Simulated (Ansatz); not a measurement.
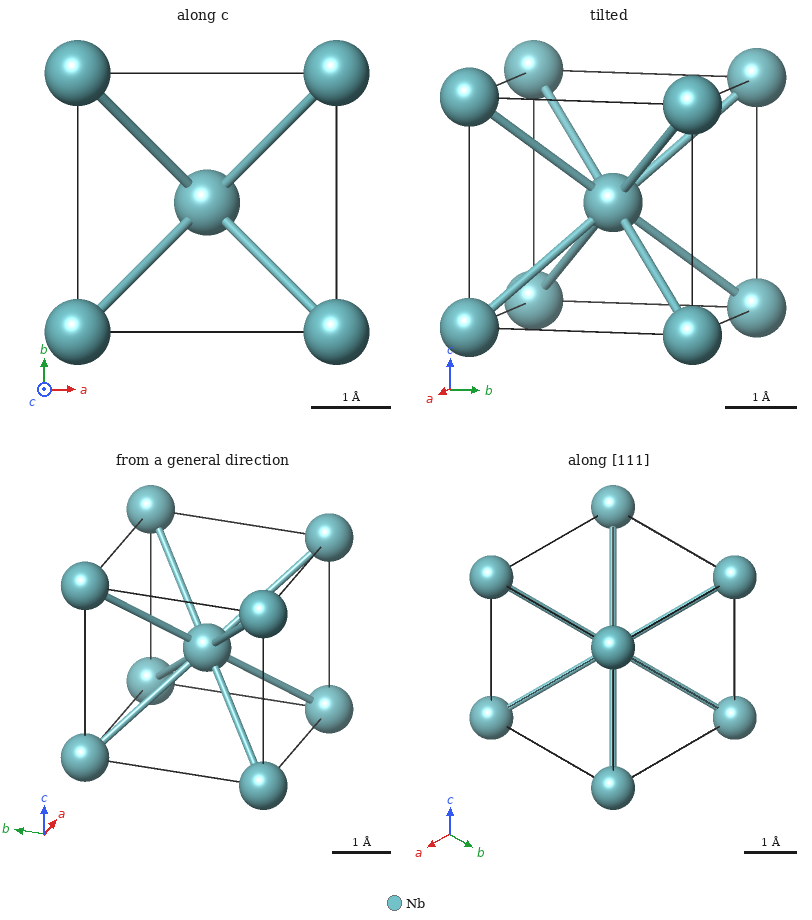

The image is a ball-and-stick drawing of a crystal, viewed along the c axis, slightly off an axis, from a general direction and along [111]. The conventional unit cell is drawn as a box.

Pairs joined by sticks: Nb–Nb up to 3.21 Å (cut-off distances).

How many atoms are there in one cell?

Answer. 2 (niobium), counting shared atoms by their share.

Give the space group.

Answer. Im-3m (No. 229), with Nb on 2a.

How do the bonded atoms link up through the crystal?

Answer. The bonds build a three-dimensional framework.

The structure comes from the standard structure of this element. Earlier steps of the study may have refined or changed the cell and positions. It was the input of a calculation with Ansatz.
